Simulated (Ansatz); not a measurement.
# Fields on a plane of ZrCu5 (space group F-43m)

```
CELL_PARAMETERS angstrom
      0.00000     3.35596     3.35596
      3.35596     0.00000     3.35596
      3.35596     3.35596     0.00000
ATOMIC_POSITIONS crystal
  Zr 0.00000 0.00000 0.00000
  Cu 0.25000 0.25000 0.25000
  Cu 0.62418 0.62418 0.62418
  Cu 0.62418 0.62418 0.12746
  Cu 0.62418 0.12746 0.62418
  Cu 0.12746 0.62418 0.62418
```

The slice is a {111} plane (indices of the conventional cell) through the point (0.624, 0.624, 0.128) (fractional), spanned by u = [100] and v = [-1 2 0] in vectors of this cell: u (4.75 Å) and v (8.22 Å, at 90° to u). It covers one period; positions are fractions (u, v).

Atoms on it: Cu at (0.00, 0.00); Cu at (0.50, 0.50). Other atoms lie within 1 Å of the plane.

Calculation: LDA (plane waves to 420 eV, PAW, scalar-relativistic; Ansatz, a quantum-chemistry and plane-wave program). k mesh 12×12×12. Inside the PAW spheres the values are not all-electron values, and peaks at nuclei hang on which shells count as valence. ZrCu5 is run without spin polarisation. ZrCu5 was relaxed with its symmetry unable to fall.

```
|xx00221112200x|
|11011000001101|
|11121012101211|
|1122102x201221|
|00011012101100|
|75101100011015|
|99501210121059|
|x9700222220079|
|99501200021059|
|75102101012015|
|000111xxx11100|
|011201xxx10211|
|112200xxx00221|
|00011011101100|
|21012111112101|
|x2012211122102|
|21011000001101|
|00110157510110|
|01210599950121|
|2220079x970022|
|00210599950120|
|10120157510210|
|xx11100000111x|
|xx10211011201x|
```
Scale: ten equal steps from 0.13 (start of '0') to 0.81 (end of '9'), in the order '0123456789'. Values: electron localisation function (ELF). The map has 14 points along u (one character each, u = 0 at the left) and 24 along v (v = 0 in the bottom row). Points within 0.5 Å of a nucleus are blanked (x), as the pseudised field means little there.

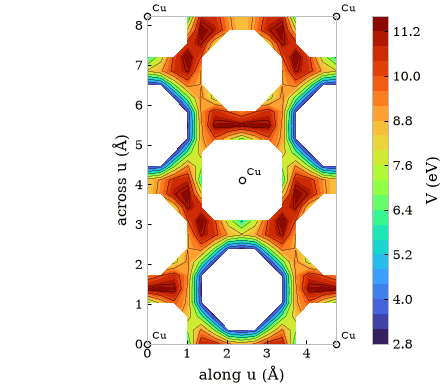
Electrostatic potential energy of an electron, from the cell's mean, in eV, one period of the plane, atoms marked. Points within 1 Å of a nucleus are left white, as the pseudised field means little there. Values under 3 eV are set to 3. The zero, the cell's mean, hangs on the PAW cores.
